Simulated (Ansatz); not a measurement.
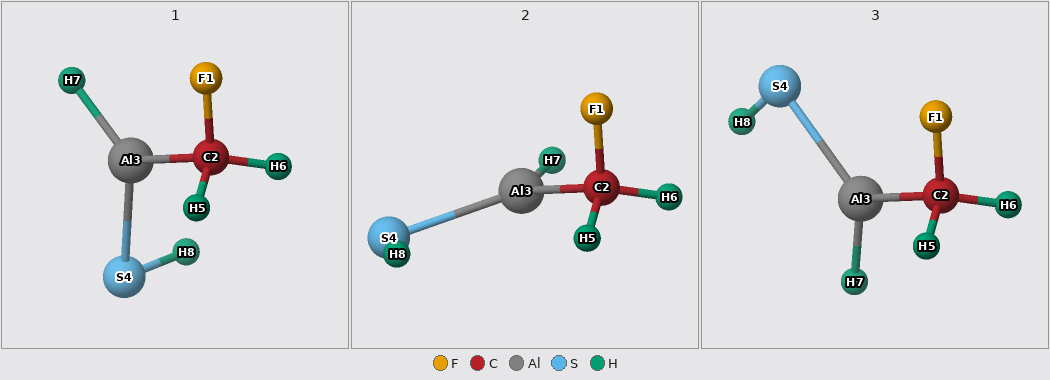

CH₄AlFS, SMILES F[CH2][AlH][SH]. First axis: dihedral F1–C2–Al3–S4. Second axis: dihedral C2–Al3–S4–H8. Nothing is relaxed (all other coordinates rigid). The scan uses a 12 × 12 grid; 143 points were computed and 1 follow by symmetry. All energies are given in eV relative to the lowest grid point. All numbers below come from RHF/def2-TZVP in Ansatz.

The numbered pictures are structures from this grid.

> Which is the most stable, and how do the others follow?

3, at dihedral F1–C2–Al3–S4 = 0°, dihedral C2–Al3–S4–H8 = −180°: 0.030 eV; 2, at dihedral F1–C2–Al3–S4 = −90°, dihedral C2–Al3–S4–H8 = 0°: 0.090 eV; 1, at dihedral F1–C2–Al3–S4 = −180°, dihedral C2–Al3–S4–H8 = −90°: 0.301 eV.

The map, with the structures marked:

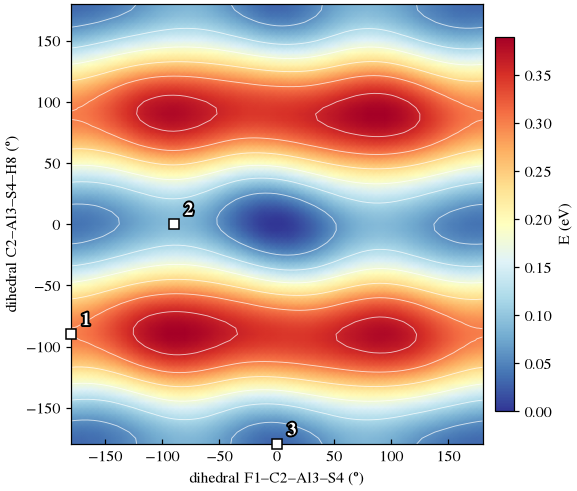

In the figure: a smooth colour map with a few white contour lines. Between grid points the surface is interpolated.
